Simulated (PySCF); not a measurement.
C₈H₁₁Al (AlMe2Ph)

```yaml
atoms:
  - { symbol: Al, position_ang: [0.7710, 1.3548, 0.0043] }
  - { symbol: C, position_ang: [2.7003, 1.3184, 0.3514] }
  - { symbol: H, position_ang: [3.2078, 0.5271, -0.2261] }
  - { symbol: H, position_ang: [2.8990, 1.0988, 1.4157] }
  - { symbol: H, position_ang: [3.1971, 2.2743, 0.1209] }
  - { symbol: C, position_ang: [-0.2253, 3.0044, -0.3515] }
  - { symbol: H, position_ang: [-1.1823, 3.0381, 0.1962] }
  - { symbol: H, position_ang: [-0.4822, 3.0751, -1.4240] }
  - { symbol: H, position_ang: [0.3407, 3.9144, -0.0966] }
  - { symbol: C, position_ang: [-0.2074, -0.3433, 0.0077] }
  - { symbol: C, position_ang: [-1.5887, -0.3979, -0.2597] }
  - { symbol: C, position_ang: [-2.2879, -1.6041, -0.2601] }
  - { symbol: C, position_ang: [-1.6157, -2.7957, 0.0116] }
  - { symbol: C, position_ang: [-0.2475, -2.7747, 0.2813] }
  - { symbol: C, position_ang: [0.4423, -1.5627, 0.2769] }
  - { symbol: H, position_ang: [-2.1370, 0.5258, -0.4743] }
  - { symbol: H, position_ang: [-3.3603, -1.6177, -0.4722] }
  - { symbol: H, position_ang: [-2.1602, -3.7436, 0.0134] }
  - { symbol: H, position_ang: [0.2819, -3.7071, 0.4948] }
  - { symbol: H, position_ang: [1.5168, -1.5704, 0.4896] }
```

Geometry: PBE0-D3(BJ)/def2-SVP.

Method: PySCF 2.14.0, CAM-B3LYP/def2-SVPD, SCF density, gas phase.

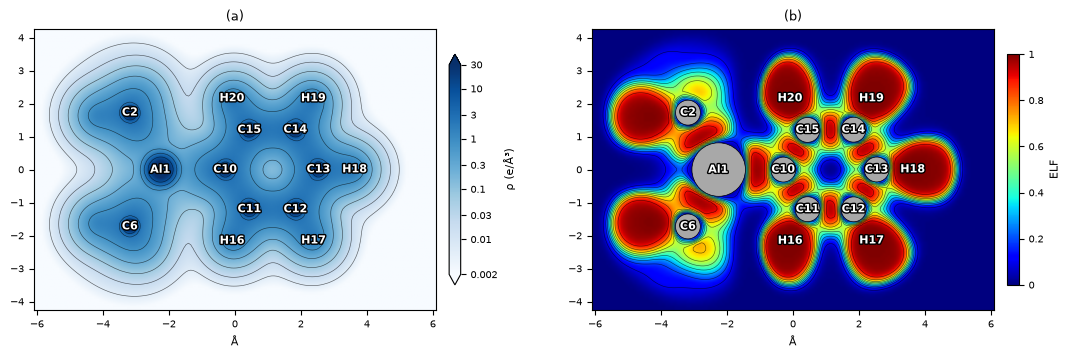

Figure 1. (a) electron density; (b) ELF on the plane of atoms C10, C11 and H16. Grey discs cover the atomic cores in the ELF map.

> What do the fields say about this system?

- Atoms in the plane: Al, C and H.
- C–C (1.39 Å): ρ at the midpoint is about 2.1 e/Å³; the ELF peaks at about 0.95 between the atoms, as expected for localised, covalent bonding.
- C–Al (1.96 Å): ρ at the midpoint is about 0.73 e/Å³; the ELF peaks at about 0.95 between the atoms; a shared but strongly polarised pair.
- C–H (1.09 Å): the density is about 2 e/Å³ at the midpoint; the ELF climbs to about 1 towards the hydrogen, as it does in any bond to H (a covalent bond by its length).

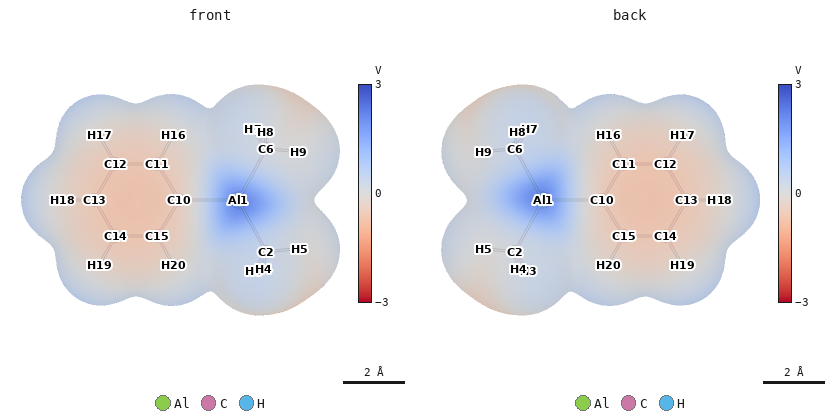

Figure 2. The electrostatic potential painted on the density surface at 0.001 e/bohr³, seen from the front and from behind; red is negative and blue positive.

> Which sites attract a positive test charge, and which a negative one?

A positive charge is drawn to the negative regions and a negative charge to the positive ones. The most negative region (about −0.7 V) lies over the π face of the C atoms, the most positive (about +2.0 V) over Al1.
